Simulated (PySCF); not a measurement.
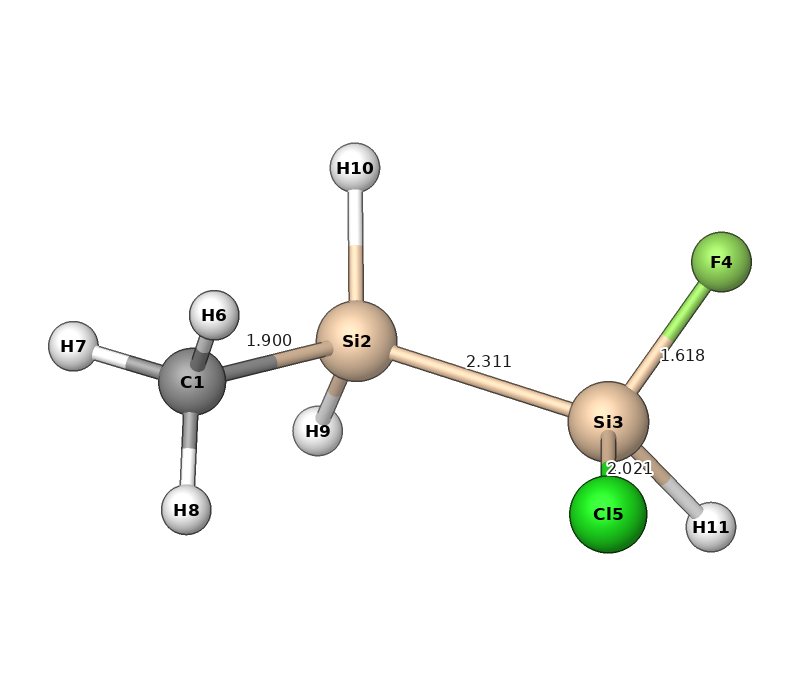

The numbers beside the sticks are distances in Å. Sticks don't show bond order. The computed structure is the end point of a GFN2-xTB optimisation. No frequency run is at hand to confirm it as a minimum.

Which of the marked bonds are single, double, triple or aromatic?

C1–Si2 single; Si2–Si3 single; Si3–F4 single; Si3–Cl5 single.

Give the structure as SMILES.

C[SiH2][Si@@H](F)Cl
